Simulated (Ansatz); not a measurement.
# Al wire along [110], 17 atoms a period: bands along the axis

What gap, if any, does the Al wire along [110], 17 atoms a period have, and how many channels would it open?

Method: DFT PBE, plane waves, PAW; relaxation of a wire's period; PAW set soft_1, in the first sound run; inputs show where later runs differ, in Ansatz 0.2.0.

### Step 1. The starting structure

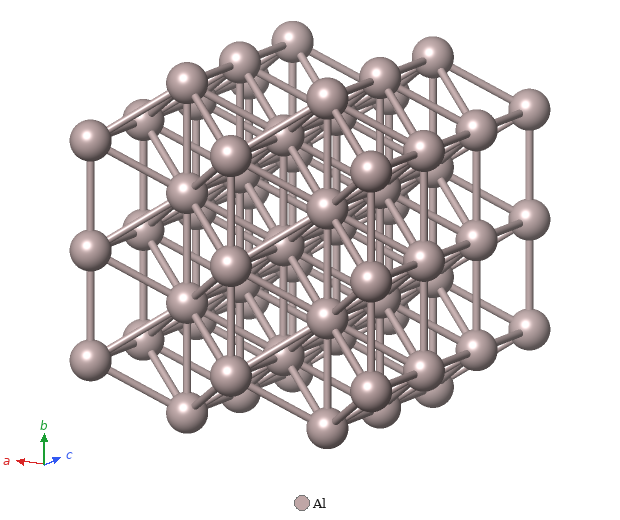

The cell as given, at a slant to the c axis (aluminium light grey). 1×1×3 cells are drawn. Some periodic images of atoms are drawn too.

The cell holds 17 atoms: 17 Al. Its edges and angles: a = 14.880 Å, b = 15.370 Å, c = 2.857 Å, α = 90.0°, β = 90.0°, γ = 90.0°. Vacuum lies along a and b. The structure's axis is c.

### Step 2. Relaxation of atoms and period

Band widths follow the bond lengths, so the wire is relaxed first. The atoms and the third cell vector are free; the box across stays fixed as vacuum. A Fermi-Dirac smearing is set since the result may be a metal. The pressure printed is a third of the stress's trace over the whole box, vacuum included; only the stress along the axis is relaxed.

Contents of input.yaml:

```yaml
crystal:
  lattice:
    - [14.88, 0.0, 0.0]
    - [0.0, 15.37, 0.0]
    - [0.0, 0.0, 2.856711396]
  atoms:
    - { symbol: Al, position: [0.228494624, 0.314141555, 0.0] }
    - { symbol: Al, position: [0.228494624, 0.500004365, 0.0] }
    - { symbol: Al, position: [0.5, 0.314141555, 0.0] }
    - { symbol: Al, position: [0.5, 0.500004365, 0.0] }
    - { symbol: Al, position: [0.771505376, 0.314141555, 0.0] }
    - { symbol: Al, position: [0.771505376, 0.500004365, 0.0] }
    - { symbol: Al, position: [0.364247312, 0.22121015, 0.5] }
    - { symbol: Al, position: [0.364247312, 0.40707296, 0.5] }
    - { symbol: Al, position: [0.364247312, 0.59293577, 0.5] }
    - { symbol: Al, position: [0.364247312, 0.778798581, 0.5] }
    - { symbol: Al, position: [0.635752688, 0.22121015, 0.5] }
    - { symbol: Al, position: [0.635752688, 0.40707296, 0.5] }
    - { symbol: Al, position: [0.635752688, 0.59293577, 0.5] }
    - { symbol: Al, position: [0.635752688, 0.778798581, 0.5] }
    - { symbol: Al, position: [0.228494624, 0.685867176, 0.0] }
    - { symbol: Al, position: [0.5, 0.685867176, 0.0] }
    - { symbol: Al, position: [0.771505376, 0.685867176, 0.0] }
kpoints:
  mp_grid: { grid: [1, 1, 29] }
scf:
  occupations: { method: fermi_dirac, width: 0.05 }
hamiltonian:
  xc: pbe
  pseudopotentials: { kind: paw, azcp: { folder: soft_1 } }
relax:
  cell: { fix: [a, b, alpha, beta, gamma] }
  max_steps: 45
  f_tol: 0.03
```

Started as:

```bash
ansatz run input.yaml --threads 4 --pin off --max-ram 16384MiB --backend cpu --events-out ev --progress --plain --runs-dir out
```

Numbers of over 12 decimals in the logs are rounded to 6 here.

The log of the run:

```text
Engine: ansatz 0.2.0, aarch64-unknown-linux-gnu
Pseudopotentials: kind: paw
Pseudopotential: Al, paw, valence charge 3, recommended cutoff 420 eV (normal), soft_1/Al.paw.azcp
Functional definition: PBE
  parameter kappa = 0.804
  parameter beta = 0.066725
  exchange = pbe_x(kappa = kappa, mu = beta*pi^2/3)
  correlation = pbe_c(beta = beta)
Crystal: 17 atoms, lattice volume = 653.346 Å³
Basis set: ecut = 420 eV, 12775 PW (Γ), exchange–correlation on 200×216×40 points (8 copies of the dense FFT grid, shifted against one another)
Bands: 43, of which v1, the nominal top of the filled ones, is band 26 counted from 1 (25 counted from 0)
Symmetry: 8 space group operations
Space group: Pmmm (ITA 47), of the structure as read, at distance tolerance 8.7e-5 Å
k-points: 15 of 29
Non-local potential: Al, projectors of the file, l = 0: 2, l = 1: 2, l = 2: 1
PAW form: soft (Blöchl's): semilocal exchange-correlation on the pseudo side does not see the compensation charge
PAW one-centre angular grid: Al, 110 points (default); XC on 64 Gauss nodes
Initial density: superposition of atomic densities (neutral atoms: chi_scale 0, normalization atom)
Initial wavefunctions: pseudopotential atomic-orbital guess
Functional: x = pbe(κ = 0.804, μ = 0.219515), c = pbe(β = 0.066725)
SCF iter   1: F=—  HF=-9134.804502 eV  |F-HF|=—  |Δ(HF+E_count)|=         —  Δρ=2.07e-2  dr2=3.10e1  ethr=3.10e-3  ⟨swp⟩=9.3  Hψ=3893  notcnv=0  defer=7
preconditioner: auto → LDOS  [metal: Δε(μ)=0.037 eV  Ē_g=6.227 eV  σ=0.050 eV  W_gap=0.18  n_scr=60 (ndim 8)  ℏωp=10.4 eV  f_vac=0.291  D(μ)=8.68/eV (n_scr^D=44)  β→1.0]
SCF iter   2: F=—  HF=-9131.289944 eV  |F-HF|=—  |Δ(HF+E_count)|=    3.51e0  Δρ=1.16e-2  dr2=3.40e0  ethr=3.10e-3  ⟨swp⟩=4.5  Hψ=1820  notcnv=0  defer=88
SCF iter   3: F=—  HF=-9131.027294 eV  |F-HF|=—  |Δ(HF+E_count)|=   2.63e-1  Δρ=2.08e-3  dr2=1.50e-1  ethr=3.10e-3  ⟨swp⟩=3.1  Hψ=1209  notcnv=0  defer=88
SCF iter   4: F=—  HF=-9131.005019 eV  |F-HF|=—  |Δ(HF+E_count)|=   2.23e-2  Δρ=5.54e-4  dr2=6.08e-3  ethr=2.93e-4  ⟨swp⟩=2.9  Hψ=1280  notcnv=0  defer=82
SCF iter   5: F=—  HF=-9131.005384 eV  |F-HF|=—  |Δ(HF+E_count)|=   3.65e-4  Δρ=1.75e-4  dr2=5.62e-4  ethr=1.19e-5  ⟨swp⟩=2.1  Hψ=1086  notcnv=0  defer=82
SCF iter   6: F=—  HF=-9131.005494 eV  |F-HF|=—  |Δ(HF+E_count)|=   1.10e-4  Δρ=4.36e-5  dr2=3.56e-5  ethr=1.10e-6  ⟨swp⟩=2.9  Hψ=1021  notcnv=0  defer=82
SCF iter   7: F=—  HF=-9131.005318 eV  |F-HF|=—  |Δ(HF+E_count)|=   1.76e-4  Δρ=1.03e-5  dr2=3.07e-6  ethr=6.98e-8  ⟨swp⟩=2.7  Hψ=1041  notcnv=0  defer=82
SCF iter   8: F=—  HF=-9131.005318 eV  |F-HF|=—  |Δ(HF+E_count)|=   2.62e-7  Δρ=3.12e-6  dr2=1.68e-7  ethr=6.01e-9  ⟨swp⟩=2.3  Hψ=922  notcnv=0  defer=82
SCF iter   9: F=-9131.005318 eV  HF=-9131.005318 eV  |F-HF|=9.17e-10  |Δ(HF+E_count)|=   8.30e-9  Δρ=7.27e-7  dr2=7.62e-9  ethr=1.96e-10  ⟨swp⟩=5.1  Hψ=2114  notcnv=0
SCF 1 converged in 9 iterations: F = -9131.005318 eV  dr2 = 7.62e-9
  greatest PAW one-centre occupation: 0.487 electrons in one spin orbital (limit 2), on the Al atom at site 16 (counted from 0), in its partial waves of l = 0
relax step   1: F+E_penalty+E_count = -9131.00531824 eV  Δ(F+E_penalty+E_count) = +0.000e0 eV  max|allowed force component| = 2.929e-1 eV/Å  Δτ_max = 0.0000 Å  P = -1.271 GPa  Ω = 653.346 Å³  fix = [a, b, alpha, beta, gamma]  reactions: a +0.501, b -1.290 GPa  (9 SCF iters, dr2 threshold 1.00e-7 eV, accepted)
Crystal: 17 atoms, lattice volume = 622.136 Å³
Basis set: ecut = 420 eV, 12195 PW (Γ), exchange–correlation on 200×216×40 points (8 copies of the dense FFT grid, shifted against one another)
Initial density: handed on by an earlier stage of this run
Initial wavefunctions: those handed on with the density
iter 1 solved again at ethr=9.70e-4 eV; its pass at ethr=3.10e-3 eV (dr2=4.95e-1 eV) is discarded
SCF iter   1: F=—  HF=-9131.554191 eV  |F-HF|=—  |Δ(HF+E_count)|=         —  Δρ=4.15e-3  dr2=5.04e-1  ethr=9.70e-4  ⟨swp⟩=3.8  Hψ=3873  notcnv=0  defer=3
preconditioner: auto → LDOS  [metal: Δε(μ)=0.016 eV  Ē_g=6.120 eV  σ=0.050 eV  W_gap=0.08  n_scr=60 (ndim 8)  ℏωp=10.6 eV  f_vac=0.329  D(μ)=8.41/eV (n_scr^D=44)  β→1.0]
SCF iter   2: F=—  HF=-9131.477638 eV  |F-HF|=—  |Δ(HF+E_count)|=   7.66e-2  Δρ=1.68e-3  dr2=6.56e-2  ethr=9.70e-4  ⟨swp⟩=3.4  Hψ=1126  notcnv=0  defer=27
SCF iter   3: F=—  HF=-9131.475761 eV  |F-HF|=—  |Δ(HF+E_count)|=   1.88e-3  Δρ=4.71e-4  dr2=8.96e-3  ethr=1.29e-4  ⟨swp⟩=2.9  Hψ=1089  notcnv=0  defer=35
SCF iter   4: F=—  HF=-9131.475481 eV  |F-HF|=—  |Δ(HF+E_count)|=   2.81e-4  Δρ=1.24e-4  dr2=3.34e-4  ethr=1.76e-5  ⟨swp⟩=2.1  Hψ=858  notcnv=0  defer=35
SCF iter   5: F=—  HF=-9131.475256 eV  |F-HF|=—  |Δ(HF+E_count)|=   2.24e-4  Δρ=2.63e-5  dr2=1.09e-5  ethr=6.55e-7  ⟨swp⟩=2.2  Hψ=1038  notcnv=0  defer=35
SCF iter   6: F=-9131.475259 eV  HF=-9131.475259 eV  |F-HF|=6.06e-8  |Δ(HF+E_count)|=   3.04e-6  Δρ=7.68e-6  dr2=7.70e-7  ethr=3.33e-9  ⟨swp⟩=6.0  Hψ=2318  notcnv=0
SCF 2 converged in 6 iterations: F = -9131.475259 eV  dr2 = 7.70e-7
  greatest PAW one-centre occupation: 0.483 electrons in one spin orbital (limit 2), on the Al atom at site 14 (counted from 0), in its partial waves of l = 0
relax step   2: F+E_penalty+E_count = -9131.47525928 eV  Δ(F+E_penalty+E_count) = -4.699e-1 eV  max|allowed force component| = 1.478e-1 eV/Å  Δτ_max = 0.1831 Å  P = +0.246 GPa  Ω = 622.136 Å³  energy of the carried Pulay correction = +3.082e-3 eV  fix = [a, b, alpha, beta, gamma]  reactions: a +0.201, b +0.633 GPa  (6 SCF iters, dr2 threshold 1.70e-6 eV, accepted)
Crystal: 17 atoms, lattice volume = 618.670 Å³
Basis set: ecut = 420 eV, 12143 PW (Γ), exchange–correlation on 200×216×40 points (8 copies of the dense FFT grid, shifted against one another)
iter 1 solved again at ethr=1.88e-4 eV; its pass at ethr=3.10e-3 eV (dr2=9.57e-2 eV) is discarded
SCF iter   1: F=—  HF=-9131.529177 eV  |F-HF|=—  |Δ(HF+E_count)|=         —  Δρ=1.62e-3  dr2=8.34e-2  ethr=1.88e-4  ⟨swp⟩=4.7  Hψ=3227  notcnv=0  defer=2
preconditioner: auto → LDOS  [metal: Δε(μ)=0.029 eV  Ē_g=6.066 eV  σ=0.050 eV  W_gap=0.14  n_scr=60 (ndim 8)  ℏωp=10.7 eV  f_vac=0.330  D(μ)=7.88/eV (n_scr^D=44)  β→1.0]
SCF iter   2: F=—  HF=-9131.519858 eV  |F-HF|=—  |Δ(HF+E_count)|=   9.32e-3  Δρ=5.22e-4  dr2=4.56e-3  ethr=1.63e-4  ⟨swp⟩=2.7  Hψ=1032  notcnv=0  defer=6
SCF iter   3: F=—  HF=-9131.519582 eV  |F-HF|=—  |Δ(HF+E_count)|=   2.77e-4  Δρ=1.75e-4  dr2=1.26e-3  ethr=8.95e-6  ⟨swp⟩=2.1  Hψ=1118  notcnv=0  defer=10
SCF iter   4: F=—  HF=-9131.519277 eV  |F-HF|=—  |Δ(HF+E_count)|=   3.05e-4  Δρ=6.16e-5  dr2=1.45e-4  ethr=2.47e-6  ⟨swp⟩=1.8  Hψ=739  notcnv=0  defer=10
SCF iter   5: F=—  HF=-9131.519268 eV  |F-HF|=—  |Δ(HF+E_count)|=   9.38e-6  Δρ=1.18e-5  dr2=2.59e-6  ethr=2.83e-7  ⟨swp⟩=2.7  Hψ=965  notcnv=0  defer=10
SCF iter   6: F=-9131.519268 eV  HF=-9131.519268 eV  |F-HF|=2.18e-9  |Δ(HF+E_count)|=   3.07e-7  Δρ=2.51e-6  dr2=7.80e-8  ethr=2.68e-9  ⟨swp⟩=5.3  Hψ=2172  notcnv=0
SCF 3 converged in 6 iterations: F = -9131.519268 eV  dr2 = 7.80e-8
  greatest PAW one-centre occupation: 0.482 electrons in one spin orbital (limit 2), on the Al atom at site 16 (counted from 0), in its partial waves of l = 0
relax step   3: F+E_penalty+E_count = -9131.51926804 eV  Δ(F+E_penalty+E_count) = -4.401e-2 eV  max|allowed force component| = 5.683e-2 eV/Å  Δτ_max = 0.1022 Å  P = +0.142 GPa  Ω = 618.670 Å³  energy of the carried Pulay correction = +3.433e-3 eV  fix = [a, b, alpha, beta, gamma]  reactions: a +0.225, b +0.242 GPa  (6 SCF iters, dr2 threshold 1.37e-6 eV, accepted)
Crystal: 17 atoms, lattice volume = 616.274 Å³
Basis set: ecut = 420 eV, 12127 PW (Γ), exchange–correlation on 200×216×40 points (8 copies of the dense FFT grid, shifted against one another)
iter 1 solved again at ethr=8.04e-5 eV; its pass at ethr=3.10e-3 eV (dr2=4.10e-2 eV) is discarded
SCF iter   1: F=—  HF=-9131.529794 eV  |F-HF|=—  |Δ(HF+E_count)|=         —  Δρ=1.06e-3  dr2=3.82e-2  ethr=8.04e-5  ⟨swp⟩=3.7  Hψ=2936  notcnv=0  defer=1
preconditioner: auto → LDOS  [metal: Δε(μ)=0.036 eV  Ē_g=6.057 eV  σ=0.050 eV  W_gap=0.18  n_scr=60 (ndim 8)  ℏωp=10.7 eV  f_vac=0.327  D(μ)=7.33/eV (n_scr^D=36)  β→1.0]
SCF iter   2: F=—  HF=-9131.525743 eV  |F-HF|=—  |Δ(HF+E_count)|=   4.05e-3  Δρ=3.30e-4  dr2=2.27e-3  ethr=7.49e-5  ⟨swp⟩=2.4  Hψ=856  notcnv=0  defer=3
SCF iter   3: F=—  HF=-9131.525647 eV  |F-HF|=—  |Δ(HF+E_count)|=   9.64e-5  Δρ=1.15e-4  dr2=5.77e-4  ethr=4.45e-6  ⟨swp⟩=2.2  Hψ=1115  notcnv=0  defer=3
SCF iter   4: F=—  HF=-9131.525595 eV  |F-HF|=—  |Δ(HF+E_count)|=   5.14e-5  Δρ=3.65e-5  dr2=5.84e-5  ethr=1.13e-6  ⟨swp⟩=1.4  Hψ=739  notcnv=0  defer=3
SCF iter   5: F=—  HF=-9131.525414 eV  |F-HF|=—  |Δ(HF+E_count)|=   1.81e-4  Δρ=6.83e-6  dr2=7.03e-7  ethr=1.14e-7  ⟨swp⟩=2.5  Hψ=953  notcnv=0  defer=3
SCF iter   6: F=-9131.525415 eV  HF=-9131.525415 eV  |F-HF|=6.47e-9  |Δ(HF+E_count)|=   2.00e-7  Δρ=1.47e-6  dr2=3.59e-8  ethr=3.96e-10  ⟨swp⟩=5.7  Hψ=2338  notcnv=0
SCF 4 converged in 6 iterations: F = -9131.525415 eV  dr2 = 3.59e-8
relax step   4: F+E_penalty+E_count = -9131.52541462 eV  Δ(F+E_penalty+E_count) = -6.147e-3 eV  max|allowed force component| = 4.685e-2 eV/Å  Δτ_max = 0.0680 Å  P = +0.096 GPa  Ω = 616.274 Å³  energy of the carried Pulay correction = +3.677e-3 eV  fix = [a, b, alpha, beta, gamma]  reactions: a +0.004, b +0.115 GPa  (6 SCF iters, dr2 threshold 2.02e-7 eV, accepted)
Crystal: 17 atoms, lattice volume = 617.752 Å³
Basis set: ecut = 420 eV, 12135 PW (Γ), exchange–correlation on 200×216×40 points (8 copies of the dense FFT grid, shifted against one another)
iter 1 solved again at ethr=6.91e-6 eV; its pass at ethr=3.10e-3 eV (dr2=3.52e-3 eV) is discarded
SCF iter   1: F=—  HF=-9131.528221 eV  |F-HF|=—  |Δ(HF+E_count)|=         —  Δρ=3.38e-4  dr2=3.80e-3  ethr=6.91e-6  ⟨swp⟩=2.5  Hψ=2923  notcnv=0
preconditioner: auto → LDOS  [metal: Δε(μ)=0.017 eV  Ē_g=6.063 eV  σ=0.050 eV  W_gap=0.08  n_scr=60 (ndim 8)  ℏωp=10.7 eV  f_vac=0.330  D(μ)=7.83/eV (n_scr^D=44)  β→1.0]
SCF iter   2: F=—  HF=-9131.527767 eV  |F-HF|=—  |Δ(HF+E_count)|=   4.55e-4  Δρ=1.37e-4  dr2=6.64e-4  ethr=6.91e-6  ⟨swp⟩=2.5  Hψ=947  notcnv=0
SCF iter   3: F=—  HF=-9131.527737 eV  |F-HF|=—  |Δ(HF+E_count)|=   2.93e-5  Δρ=5.85e-5  dr2=7.99e-5  ethr=1.30e-6  ⟨swp⟩=2.3  Hψ=916  notcnv=0
SCF iter   4: F=—  HF=-9131.527554 eV  |F-HF|=—  |Δ(HF+E_count)|=   1.84e-4  Δρ=2.07e-5  dr2=1.04e-5  ethr=1.57e-7  ⟨swp⟩=2.3  Hψ=1020  notcnv=0
SCF iter   5: F=—  HF=-9131.527552 eV  |F-HF|=—  |Δ(HF+E_count)|=   1.27e-6  Δρ=5.65e-6  dr2=6.11e-7  ethr=2.05e-8  ⟨swp⟩=2.1  Hψ=856  notcnv=0
SCF iter   6: F=-9131.527552 eV  HF=-9131.527552 eV  |F-HF|=1.49e-9  |Δ(HF+E_count)|=   3.55e-8  Δρ=8.91e-7  dr2=9.38e-9  ethr=2.69e-10  ⟨swp⟩=5.7  Hψ=2253  notcnv=0
SCF 5 converged in 6 iterations: F = -9131.527552 eV  dr2 = 9.38e-9
relax step   5: F+E_penalty+E_count = -9131.52755245 eV  Δ(F+E_penalty+E_count) = -2.138e-3 eV  max|allowed force component| = 9.052e-3 eV/Å  Δτ_max = 0.0227 Å  P = +0.095 GPa  Ω = 617.752 Å³  energy of the carried Pulay correction = +3.527e-3 eV  fix = [a, b, alpha, beta, gamma]  reactions: a +0.169, b +0.111 GPa  (6 SCF iters, dr2 threshold 1.37e-7 eV, accepted)
Initial wavefunctions: pseudopotential atomic-orbital guess (no wavefunctions were taken with the density)
iter 1 solved again at ethr=2.90e-6 eV; its pass at ethr=3.10e-3 eV (dr2=1.48e-3 eV) is discarded
SCF iter   1: F=—  HF=-9131.525681 eV  |F-HF|=—  |Δ(HF+E_count)|=         —  Δρ=2.13e-5  dr2=3.70e-7  ethr=2.90e-6  ⟨swp⟩=4.6  Hψ=5874  notcnv=0  defer=2
eigensolver tolerance schedule: the retry pair's looser diagonalisation over-reported the residual by 3997.53 of it (diagonalisation noise at an unbounded share of the residual, at the tolerance the schedule requests for it); recorded, not acted on — ethr = c·dr2/N_el stays at c = 1.0e-1
preconditioner: auto → LDOS  [metal: Δε(μ)=0.020 eV  Ē_g=6.061 eV  σ=0.050 eV  W_gap=0.10  n_scr=60 (ndim 8)  ℏωp=10.7 eV  f_vac=0.330  D(μ)=7.79/eV (n_scr^D=44)  β→1.0]
SCF iter   2: F=—  HF=-9131.525547 eV  |F-HF|=—  |Δ(HF+E_count)|=   1.34e-4  Δρ=3.73e-6  dr2=2.55e-7  ethr=7.25e-10  ⟨swp⟩=4.3  Hψ=1756  notcnv=0  defer=2
SCF iter   3: F=—  HF=-9131.525547 eV  |F-HF|=—  |Δ(HF+E_count)|=   3.91e-8  Δρ=1.38e-6  dr2=1.51e-8  ethr=4.99e-10  ⟨swp⟩=2.4  Hψ=899  notcnv=0  defer=2
SCF iter   4: F=—  HF=-9131.525547 eV  |F-HF|=—  |Δ(HF+E_count)|=   7.36e-9  Δρ=2.87e-7  dr2=2.07e-9  ethr=2.96e-11  ⟨swp⟩=2.1  Hψ=995  notcnv=0  defer=2
SCF iter   5: F=-9131.525547 eV  HF=-9131.525547 eV  |F-HF|=2.73e-11  |Δ(HF+E_count)|=  2.16e-10  Δρ=5.62e-8  dr2=6.01e-11  ethr=1.00e-12  ⟨swp⟩=4.1  Hψ=2751  notcnv=0
SCF 6 converged in 5 iterations: F = -9131.525547 eV  dr2 = 6.01e-11
relax step   6: F+E_penalty+E_count = -9131.52554739 eV  Δ(F+E_penalty+E_count) = +2.005e-3 eV  max|allowed force component| = 9.131e-3 eV/Å  Δτ_max = 0.0000 Å  P = +0.089 GPa  Ω = 617.752 Å³  fix = [a, b, alpha, beta, gamma]  reactions: a +0.164, b +0.107 GPa  stress off target by 5.13e-3 GPa on what of the cell is left free  SCF on the basis re-selected at this cell (its energy is not comparable with the rows above)  (5 SCF iters)
basis re-selected at this cell: Δ(F+E_penalty+E_count) = +2.005e-3 eV, ΔP = -0.007 GPa vs the last step (what re-selecting the basis moved, of the pressure what is left beyond the Pulay correction that the steps carried, after the strain that the cell walked since its last selection, with what the two solves' SCF thresholds leave and, on support functions, any second-order correction that the steps lacked; it is no m [...]
SCF converged after 5 iterations
Free energy (F): -9131.525547 eV
Harris-Foulkes:  -9131.525547 eV  (|F-HF|=2.73e-11)
Internal energy: -9131.462089 eV  (E = F + TS)
E sigma→0 (E₀):  -9131.493818 eV
Entropy (-TS):   -0.063459 eV (-3.733 meV/atom)
Fermi energy:    1.521701 eV
--- Per-component energies (eV) ---
  E_band       = -131.350549
  E_kinetic    = 364.088227
  E_local      = -3627.710170  (includes V_loc(G=0)·N_el)
  E_nonlocal   = 174.670920
  E_hartree    = 1747.915437
  E_xc         = -627.779021
  E_vxc        = -478.170143  (∫ρ·V_xc dr)
  E_paw        = -7980.464336  (= ΣΔE_a)
  E_vpaw       = -60.060259  (= ΣTr[D̂ρ^β])
  E_aug_tail   = -0.000033  (compensation charges beyond the density's cutoff)
  E_ewald      = 817.816887
  E_smearing   = -0.063459  (= −TS)
  E_closure    = 0.000000  (closes the sum)
  Σ components = -9131.525547   (vs F -9131.525547, Δ=0.00e0)
--- Forces (eV/Å), atoms counted from 1 ---
  atom   1  Al    -0.00913054     0.00702525     0.00000000
  atom   2  Al     0.00731629    -0.00000000     0.00000000
  atom   3  Al     0.00000000     0.00614854     0.00000000
  atom   4  Al     0.00000000     0.00000000     0.00000000
  atom   5  Al     0.00913054     0.00702525     0.00000000
  atom   6  Al    -0.00731629     0.00000000     0.00000000
  atom   7  Al    -0.00143653    -0.00518937    -0.00000000
  atom   8  Al     0.00604567     0.00342152     0.00000000
  atom   9  Al     0.00604567    -0.00342152    -0.00000000
  atom  10  Al    -0.00143653     0.00518937     0.00000000
  atom  11  Al     0.00143653    -0.00518937    -0.00000000
  atom  12  Al    -0.00604567     0.00342152     0.00000000
  atom  13  Al    -0.00604567    -0.00342152    -0.00000000
  atom  14  Al     0.00143653     0.00518937     0.00000000
  atom  15  Al    -0.00913054    -0.00702525    -0.00000000
  atom  16  Al     0.00000000    -0.00614854    -0.00000000
  atom  17  Al     0.00913054    -0.00702525    -0.00000000
  max |Σ_I F_I| component: 1.73e-18 eV/Å
--- Stress (GPa, compression-positive) ---
        0.164308       0.000000      -0.000000
        0.000000       0.106535       0.000000
       -0.000000       0.000000      -0.005133
  P = ⅓ Tr σ = 0.0886 GPa (0.886 kbar)
--- Relaxed structure (5 steps of the walk, 5 accepted, 1 SCFs on fresh bases) ---
  F+E_penalty+E_count = -9131.52554739 eV   max|allowed force component| = 9.131e-3 eV/Å   (the final SCF, on the basis selected at the relaxed cell)
  cell:  # Å, volume = 617.7521 Å³
    - [14.88, 0.0, 0.0]
    - [0.0, 15.37, 0.0]
    - [0.0, 0.0, 2.701080]
  atoms:
    - { symbol: Al, position: [0.217452, 0.321435, 0.0] }
    - { symbol: Al, position: [0.225028, 0.500000, 0.0] }
    - { symbol: Al, position: [0.5, 0.302444, 0.0] }
    - { symbol: Al, position: [0.5, 0.500000, 0.0] }
    - { symbol: Al, position: [0.782548, 0.321435, 0.0] }
    - { symbol: Al, position: [0.774972, 0.500000, 0.0] }
    - { symbol: Al, position: [0.352205, 0.227183, 0.5] }
    - { symbol: Al, position: [0.365852, 0.406463, 0.5] }
    - { symbol: Al, position: [0.365852, 0.593537, 0.5] }
    - { symbol: Al, position: [0.352205, 0.772817, 0.5] }
    - { symbol: Al, position: [0.647795, 0.227183, 0.5] }
    - { symbol: Al, position: [0.634148, 0.406463, 0.5] }
    - { symbol: Al, position: [0.634148, 0.593537, 0.5] }
    - { symbol: Al, position: [0.647795, 0.772817, 0.5] }
    - { symbol: Al, position: [0.217452, 0.678565, 0.0] }
    - { symbol: Al, position: [0.5, 0.697556, 0.0] }
    - { symbol: Al, position: [0.782548, 0.678565, 0.0] }
```

Elapsed: 39 s, on 4 threads of Arm Neoverse V2, shared host; peak memory 1.3 GiB.

[end of part 1 of 2]

[Logs are printed without paths, hosts, clocks, repeated set-up lines and the standing remarks that a program may print on its own settings, such as how far it seeks lower states.]

[Hosts, paths, dates, database ids (printed as entryN), source tags and the programs' standing remarks are cut or masked in the printed files.]
